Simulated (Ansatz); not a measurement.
# Lead, simple cubic: r²SCAN0 after r²SCAN

Aim: see what exact exchange does to the levels, and what it costs. Spin polarisation is left out. The geometry was relaxed under r²SCAN beforehand and is kept. Exact exchange is dear, so the k-mesh is coarse, and r²SCAN is run on the same mesh for comparison.

Method: DFT, plane waves (500 eV) with PBE-made PAW files, scalar-relativistic; functionals as named at each step, in Ansatz 0.2.0.

## (1) The system as given

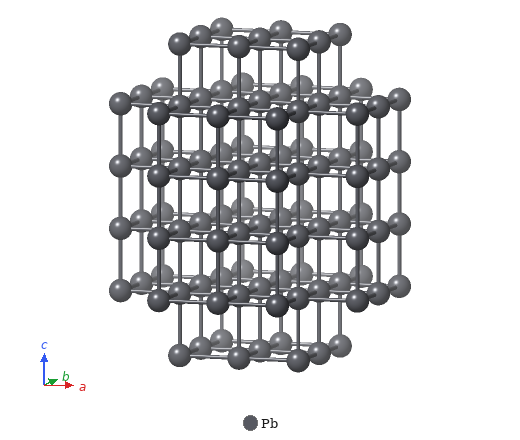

The structure, seen slightly off an axis (lead dark grey). 2×2×3 cells are drawn. Any atoms on the faces are drawn again on the opposite ones, and bonded neighbours outside are added.

Coordinates:

```
Pb
1.0
     3.21090    0.00000    0.00000
     0.00000    3.21090    0.00000
     0.00000    0.00000    3.21090
Pb
1
Cartesian
  0.0000 0.0000 0.0000
```

## (2) r²SCAN, coarse mesh

The run with r²SCAN.

Contents of input.yaml:

```yaml
crystal:
  lattice:
    - [3.2108957402, 0.0, 0.0]
    - [0.0, 3.2108957402, 0.0]
    - [0.0, 0.0, 3.2108957402]
  atoms:
    - { symbol: Pb, position: [0.0, 0.0, 0.0] }
hamiltonian:
  xc: r2scan
  pseudopotentials:
    kind: paw
    azcp:
      Pb: "pseudopotentials/Pb.paw.azcp"
basis:
  ecutwfc: 500
  fft_grid_basis: typed
kpoints:
  mp_grid: { grid: [5, 5, 5], shift: [0, 0, 0] }
magnetization:
  spin_polarized: false
scf:
  occupations: { method: fermi_dirac, width: 0.1 }
```

The run is started by

```console
ansatz run input.yaml --threads 4 --pin off --max-ram 8192MiB --backend cpu --events-out ev --progress --plain --runs-dir out
```

What it wrote, cut to the lines that bear on the results:

```text
Warning: RAYON_NUM_THREADS=4 ignored (pool sized by the plan → 4); use --threads N
[...]
Pseudopotentials: kind: paw
Pseudopotential: Pb, paw, valence charge 14, recommended cutoff 500 eV (meta_gga), <dir>
Functional definition: r2SCAN
[...]
Crystal: 1 atoms, lattice volume = 33.104 Å³
Basis set: ecut = 500 eV, 847 PW (Γ), exchange–correlation on 96×96×96 points (64 copies of the dense FFT grid, shifted against one another)
Bands: 11, of which v1, the nominal top of the filled ones, is band 7 counted from 1 (6 counted from 0)
Symmetry: 48 space group operations
Space group: Pm-3m (ITA 221), of the structure as read, at distance tolerance 3.2e-5 Å
k-points: 10 of 125
[...]
SCF iter   1: F=—  HF=-11920.890162 eV  |F-HF|=—  |Δ(HF+E_count)|=         —  Δρ=6.95e-3  dr2=1.07e-2  dr2_τ=1.57e-3  ethr=1.77e-3  ⟨swp⟩=5.8  Hψ=752  notcnv=0
[...]
SCF iter   6: F=-11920.889172 eV  HF=-11920.889172 eV  |F-HF|=5.64e-11  |Δ(HF+E_count)|=   4.24e-9  Δρ=5.93e-7  dr2=9.30e-11  dr2_τ=6.31e-12  ethr=1.25e-11  ⟨swp⟩=1.0  Hψ=328  notcnv=0
[...]
SCF converged after 6 iterations
Free energy (F): -11920.889172 eV
[...]
E sigma→0 (E₀):  -11920.885473 eV
Entropy (-TS):   -0.007398 eV (-7.398 meV/atom)
Fermi energy:    8.971103 eV
[...]
```

Wall time 0.49 s (4 threads of Arm Neoverse V1, shared host); peak memory 0.3 GiB.

## (3) r²SCAN0, coarse mesh

The run with r²SCAN0.

Edit input.yaml of step 2 so:

```diff
@@ -8,3 +8,3 @@
 hamiltonian:
-  xc: r2scan
+  xc: r2scan0
   pseudopotentials:
```

The run is started by

```console
ansatz run input.yaml --threads 4 --pin off --max-ram 8192MiB --backend cpu --events-out ev --progress --plain --runs-dir out
```

What it wrote, cut to the lines that bear on the results:

```text
Warning: RAYON_NUM_THREADS=4 ignored (pool sized by the plan → 4); use --threads N
[...]
[... 2 set-up lines as earlier in the session ...]
Functional definition: r2SCAN0
[...]
Crystal: 1 atoms, lattice volume = 33.104 Å³
Basis set: ecut = 500 eV, 847 PW (Γ), exchange–correlation on 96×96×96 points (64 copies of the dense FFT grid, shifted against one another)
Bands: 11, of which v1, the nominal top of the filled ones, is band 7 counted from 1 (6 counted from 0)
[... 2 set-up lines as earlier in the session ...]
k-points: 10 of 125
[...]
SCF iter   1: F=—  HF=-11920.888902 eV  |F-HF|=—  |Δ(HF+E_count)|=         —  Δρ=6.69e-3  dr2=9.91e-3  dr2_τ=1.48e-3  ethr=1.77e-3  ⟨swp⟩=11.6  Hψ=569  notcnv=0
[...]
Frozen-core exchange: fock
[...]
hybrid outer 2: dexx = +2.276e-8 eV, tail = 1.36e-8 eV, Δε = 2.10e-3 eV (about 1.84e-4 eV left of the loop's levels)
hybrid SCF converged: 2 outer / 7 inner (+6 warm-up), last move |dexx| = 2.28e-8 eV, tail = 1.36e-8 eV
Stability not checked: this state was not tested for a lower state beside it, because the functional holds exact exchange (a hybrid, or Hartree-Fock), whose exchange loop this test does not read (fock_operator; see scf.lower_state_search)
Free energy (F): -11918.313425 eV
Frozen-core exchange: fock
[...]
E sigma→0 (E₀):  -11918.309917 eV
Entropy (-TS):   -0.007017 eV (-7.017 meV/atom)
Fermi energy:    8.531433 eV
[...]
--- Band table (eV; the first three rows and the last of 10) ---
  k-point 0: bands = ["-10.7737", "-10.7737", "-10.0941", "-10.0941", "-10.0941", "-4.1319", "15.4567", "15.4567", "15.4567"]
[...]
  guard bands above this table: 2 of the run's 11 bands. The solve was not asked for them (output.publish_guard_bands: true or output.eigenvalues: true publishes all)
```

Run time: 4.4 s. Hardware: 4 threads of Arm Neoverse V1, shared host; peak memory 0.89 GiB.

## (4) The functionals compared

```tsv
functional	gap on the mesh	Fermi energy (eV)	SCF cycles	exchange loops	CPU time
r²SCAN	none (levels filled in part)	8.971	6	-	1.1 s
r²SCAN0	none (levels filled in part)	8.531	13	2	13 s
```

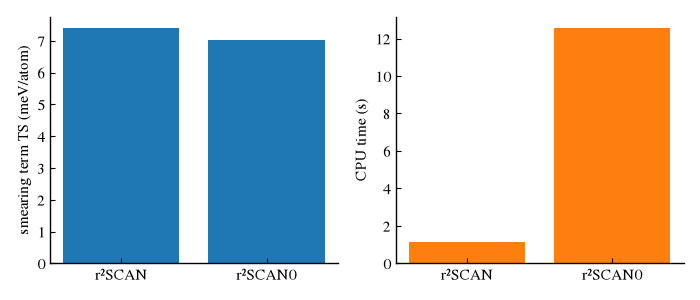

Smearing term and CPU time by functional.

## (5) Outcome

| quantity | value |
| --- | --- |
| r²SCAN: gap | none (levels filled in part) |
| r²SCAN0: gap | none (levels filled in part) |
| r²SCAN0: SCF cycles, exchange loops | 13, 2 |
| r²SCAN0: CPU time over that of r²SCAN | 11 |
| r²SCAN0: relative to fcc | +93 meV/atom |

Neither r²SCAN nor r²SCAN0 shows a clean gap on this mesh. r²SCAN0 cost 11 times the CPU time of r²SCAN. The exchange operator of r²SCAN0 was renewed in 2 outer loops. To compare with dense-mesh energies, the change of r²SCAN from this mesh and smearing to its dense run (+159.9 meV/atom, from a run not shown) is added. Under r²SCAN0 it lies 93 meV/atom above fcc (computed apart in the same way); on such meshes a few tens of meV are uncertain for metals. The total energies in the logs cannot be compared from one functional to another.
